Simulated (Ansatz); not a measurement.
## Phonon calculation, with input and output: C3H9ClSi

The run: phonon calculation of C3H9ClSi. Method and program: UKS PBE0-D4/6-31G (Ansatz 0.2.0).

It belongs to a series of runs on one base structure; here: vibrations at the highest image of the band. Figures and captions count atoms from 1; the log counts them from 0 in places.

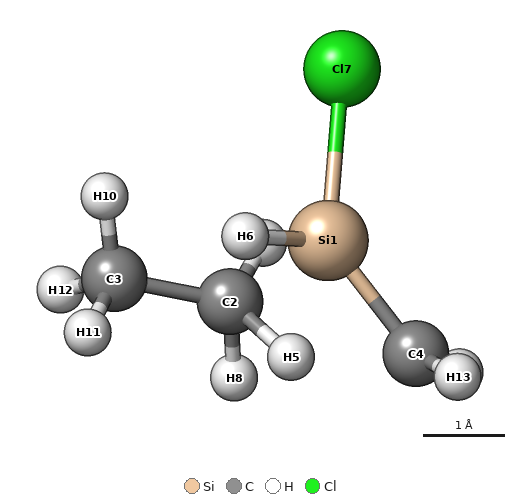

**Figure 1.** The structure (ball-and-stick view, seen at a tilt; atoms are numbered from 1 in the order of the input).

Input
```yaml
crystal:
  periodic: [false, false, false]
  atoms:
    - { symbol: Si, position_ang: [0.094967, 0.818165, 1.029035] }
    - { symbol: C, position_ang: [-0.247875, -0.218414, -0.878512] }
    - { symbol: C, position_ang: [-0.993953, -1.49937, -0.514402] }
    - { symbol: C, position_ang: [1.776093, 1.274105, 0.626119] }
    - { symbol: H, position_ang: [0.900981, 0.036157, -0.308077] }
    - { symbol: H, position_ang: [-0.082363, -0.324179, 1.974498] }
    - { symbol: Cl, position_ang: [-1.858871, 1.920789, 1.177293] }
    - { symbol: H, position_ang: [0.424992, -0.407727, -1.736004] }
    - { symbol: H, position_ang: [-0.904049, 0.579364, -1.244775] }
    - { symbol: H, position_ang: [-1.825902, -1.299241, 0.168235] }
    - { symbol: H, position_ang: [-0.328922, -2.222105, -0.029304] }
    - { symbol: H, position_ang: [-1.40819, -1.974386, -1.409228] }
    - { symbol: H, position_ang: [2.508346, 1.442001, 1.413735] }
    - { symbol: H, position_ang: [1.944748, 1.874839, -0.26871] }
magnetization:
  spin_polarized: true
basis:
  gaussian: { orbitals: "6-31G" }
hamiltonian:
  xc: pbe0
  dispersion: d4
phonons: {}
```

Command:
```bash
ansatz run input.yaml --threads 2 --pin off --max-ram 3072MiB --backend cpu --events-out ev --progress --plain --runs-dir out
```

Output
```
Engine: ansatz 0.2.0, x86_64-unknown-linux-gnu
Functional definition: PBE0
  parameter a = 0.25
  parameter kappa = 0.804
  parameter beta = 0.06672455060314922
  exchange = (1 - a)*pbe_x(kappa = kappa, mu = beta*pi^2/3) + a*exact_x
  correlation = pbe_c(beta = beta)
1015 factors; integrals over basis functions are off by at most 1.9e-4 eV
mean field evaluation 1: about -23633.0976 eV, gradient 3.9e1 eV
mean field evaluation 2: about -23623.0046 eV, gradient 5.2e1 eV
mean field evaluation 4: about -23641.1031 eV, gradient 2.7e0 eV
mean field evaluation 8: about -23641.1389 eV, gradient 6.5e-2 eV
mean field evaluation 16: about -23641.1389 eV, gradient 8.0e-6 eV
mean field -23641.13891377 eV, -868.7958305414 hartree, gradient 8.0e-6 eV, S^2 0.000000; 0 other end points of the search recorded, 0 dependent functions left out
the calculation of the forces begins
reference -23641.13893720 eV, -868.7958314025 hartree; 29, 29 occupied and 42, 42 virtual orbitals, 1015 factors
these checks for a lower state are left out or cut short: stability, starts, cluster_reference, orbital_swaps, neighbouring_geometries, increment
1015 factors; integrals over basis functions are off by at most 1.9e-4 eV
mean field -23641.13886369 eV, -868.7958287011 hartree, gradient 1.7e-6 eV, S^2 0.000000; 0 other end points of the search recorded, 0 dependent functions left out
[... from here on the field's lines of each further geometry are left out, up to the last ...]
the calculation of the forces begins
reference -23641.13885506 eV, -868.7958283841 hartree; 29, 29 occupied and 42, 42 virtual orbitals, 1015 factors
these checks for a lower state are left out or cut short: stability, starts, cluster_reference, orbital_swaps, neighbouring_geometries, increment
1015 factors; integrals over basis functions are off by at most 1.9e-4 eV
mean field -23641.13884021 eV, -868.7958278382 hartree, gradient 2.0e-6 eV, S^2 0.000000; 0 other end points of the search recorded, 0 dependent functions left out
the calculation of the forces begins
reference -23641.13886364 eV, -868.7958286994 hartree; 29, 29 occupied and 42, 42 virtual orbitals, 1015 factors
WARN: phonons: modes at or below zero, which the zero-point energy, F, S and C_V leave out: 1, the lowest at -1154.13 cm⁻¹. A minimum has none, and a first-order saddle one
Total energy: -23641.41212545 eV, -868.8058708857 hartree
Atom 0 at     0.094967     0.818165     1.029035 Å, force     0.013767    -0.002626     0.004645 eV/Å
Atom 1 at    -0.247875    -0.218414    -0.878512 Å, force    -0.009404    -0.006621     0.002078 eV/Å
Atom 2 at    -0.993953    -1.499370    -0.514402 Å, force    -0.001914    -0.001495     0.000599 eV/Å
Atom 3 at     1.776093     1.274105     0.626119 Å, force    -0.014239    -0.008217    -0.001786 eV/Å
Atom 4 at     0.900981     0.036157    -0.308077 Å, force     0.012797    -0.000885     0.000643 eV/Å
Atom 5 at    -0.082363    -0.324179     1.974498 Å, force    -0.000003    -0.001430    -0.000101 eV/Å
Atom 6 at    -1.858871     1.920789     1.177293 Å, force    -0.012068     0.008379    -0.000030 eV/Å
Atom 7 at     0.424992    -0.407727    -1.736004 Å, force    -0.000338     0.004716     0.001353 eV/Å
Atom 8 at    -0.904049     0.579364    -1.244775 Å, force    -0.004462    -0.001030    -0.004278 eV/Å
Atom 9 at    -1.825902    -1.299241     0.168235 Å, force     0.001817     0.001158    -0.001063 eV/Å
Atom 10 at    -0.328922    -2.222105    -0.029304 Å, force     0.003165     0.001678    -0.000402 eV/Å
Atom 11 at    -1.408190    -1.974386    -1.409228 Å, force     0.000553     0.001829    -0.001245 eV/Å
Atom 12 at     2.508346     1.442001     1.413735 Å, force     0.003562     0.002936     0.001533 eV/Å
Atom 13 at     1.944748     1.874839    -0.268710 Å, force     0.006766     0.001607    -0.001946 eV/Å
Dipole moment:     0.319907    -0.576262    -0.375677 e Å
Vibrations: -1154.13 34.81 158.39 194.93 197.78 232.88 314.00 373.26 398.65 612.62 681.03 742.14 782.32 790.63 897.18 930.85 962.61 1006.67 1081.03 1183.51 1288.11 1352.67 1433.52 1455.92 1477.65 1540.49 1554.26 1763.84 2237.27 3021.52 3073.99 3130.59 3161.08 3161.63 3166.38 3262.78 cm⁻¹, zero-point energy 2.954356 eV
```

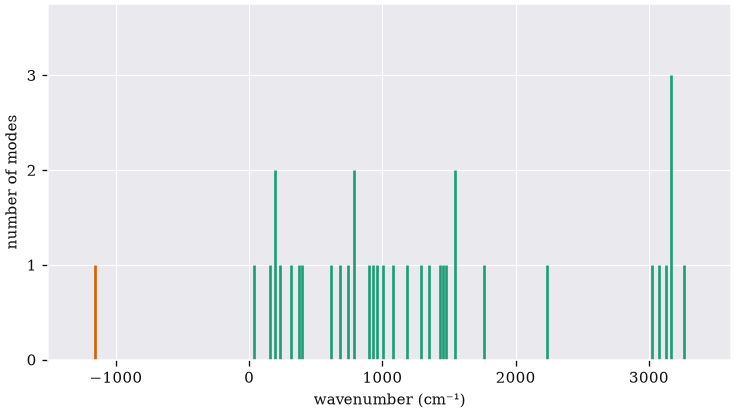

**Figure 2.** Harmonic vibrational wavenumbers from the force constants; neighbouring modes closer than 20 cm⁻¹ are counted in one stick, and imaginary ones are drawn at negative wavenumbers. 36 modes from 1154i to 3263 cm⁻¹, 1 imaginary beyond 8i (1154i cm⁻¹): a first-order saddle point, if the geometry is stationary.

Summary

- outcome: converged
- total energy: −23641.4121 eV
- mean-field energy: −23641.1389 eV
- largest force (length of the vector): 0.017 eV/Å
- hardware: 2 threads of Intel Xeon (Granite Rapids), 16 GiB of memory available, shared host
- wall time: 2 min (CPU time 3.9 min)
- peak memory: 0.29 GiB
